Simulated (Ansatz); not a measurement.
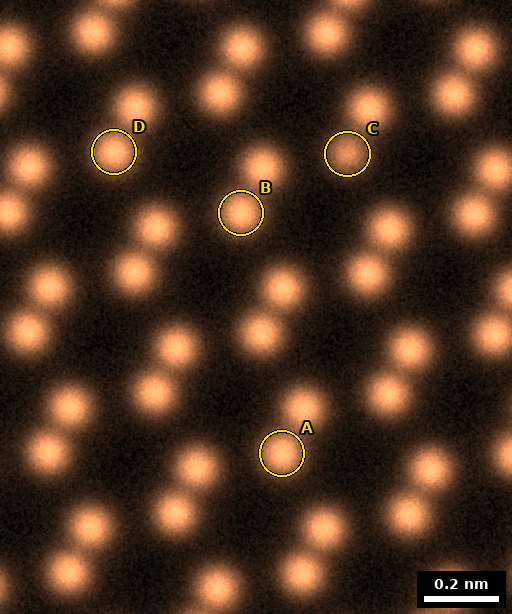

Z-contrast image of Si (Fd-3m, No. 227) along [110]. Simulated incoherent Z contrast: every atom adds Z^1.7 spread by a probe of 0.80 Å full width; channelling and multiple scattering are left out. The probe carries 25 % of its weight in a tail 2.5 times as wide. The display is stretched by a gamma of 0.65; percentages refer to the linear signal. Shot noise was added.

The sample is 2 repeats (7.7 Å) thick. One point defect was put into the perfect crystal, without relaxing the atoms around it. Brightness is counted from the darkest point of the image. Host structure: the geometry given to an electronic-structure calculation, possibly off equilibrium.

> Which ringed column holds the defect, and does it scatter more or less than its equals?

C; it scatters less. The column holds 2 atoms (Si) through the sample, and one Si atom is replaced by C, so its peak drops to about 60 % of that of its equals.
